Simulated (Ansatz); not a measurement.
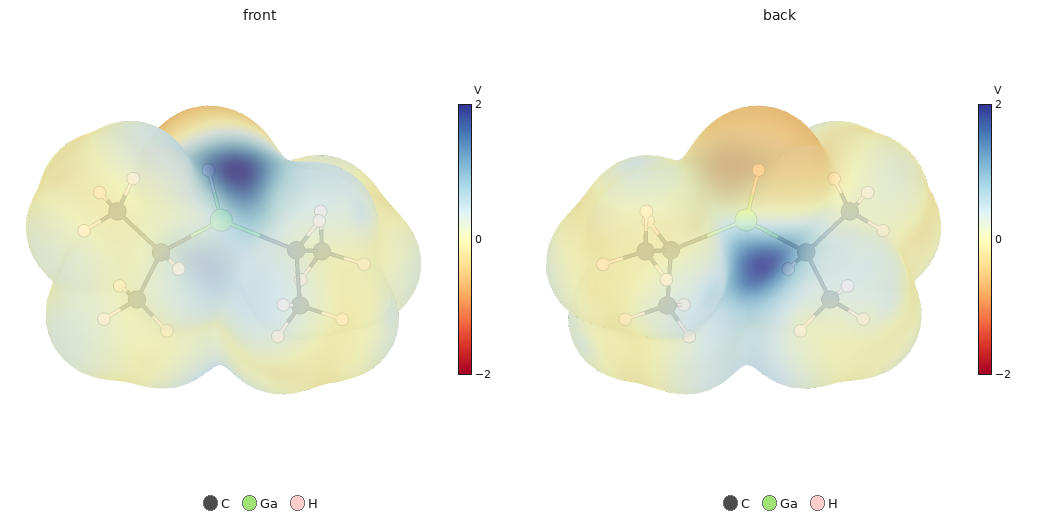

Figure. C$_{6}$H$_{15}$Ga (SMILES C[CH](C)[GaH][CH](C)C). The molecular electrostatic potential painted on the density surface at 0.001 e/bohr³, seen from the front and from behind; red is negative and blue positive.

Geometry: PBE0-D4/def2-TZVP.

The calculation used RKS PBE0-D4/def2-TZVPP in Ansatz 0.2.0.

Input

```
crystal:
  periodic: [false, false, false]
  atoms:
    - {symbol: C, position_ang: [-0.927224, -2.495627, 1.350855]}
    - {symbol: C, position_ang: [-1.308862, -1.221078, 0.603990]}
    - {symbol: C, position_ang: [-1.519228, -1.484301, -0.882463]}
    - {symbol: Ga, position_ang: [-0.034337, 0.266718, 0.966563]}
    - {symbol: C, position_ang: [0.601526, 1.498798, -0.463985]}
    - {symbol: C, position_ang: [1.780615, 0.834679, -1.176630]}
    - {symbol: C, position_ang: [0.983225, 2.876997, 0.057625]}
    - {symbol: H, position_ang: [-1.685585, -3.277004, 1.218015]}
    - {symbol: H, position_ang: [-0.811862, -2.325508, 2.424338]}
    - {symbol: H, position_ang: [0.018165, -2.908711, 0.983532]}
    - {symbol: H, position_ang: [-2.260060, -0.861011, 1.024436]}
    - {symbol: H, position_ang: [-2.284951, -2.252182, -1.047829]}
    - {symbol: H, position_ang: [-1.832897, -0.587363, -1.423019]}
    - {symbol: H, position_ang: [-0.602189, -1.845187, -1.359466]}
    - {symbol: H, position_ang: [0.534125, 0.443201, 2.436047]}
    - {symbol: H, position_ang: [-0.213376, 1.605384, -1.189977]}
    - {symbol: H, position_ang: [2.158374, 1.469897, -1.987592]}
    - {symbol: H, position_ang: [1.513193, -0.129193, -1.620135]}
    - {symbol: H, position_ang: [2.621967, 0.663750, -0.495988]}
    - {symbol: H, position_ang: [0.136787, 3.397536, 0.514258]}
    - {symbol: H, position_ang: [1.769544, 2.813053, 0.816306]}
    - {symbol: H, position_ang: [1.363060, 3.517180, -0.748890]}
basis:
  gaussian: {orbitals: def2-TZVPP}
hamiltonian: {xc: pbe0, dispersion: d4}
output: {orbitals: {seedname: orbitals}}
```

Run with:

```sh
ansatz run in.yaml --threads 5 --pin off --events-out ev --progress --plain --max-ram 66560MiB --backend cuda --devices 0, --max-vram 37GiB
```

Q: Describe the electrostatic potential map.

A: The most negative region (about −0.6 V) lies over H15, the most positive (about +1.9 V) over Ga4.
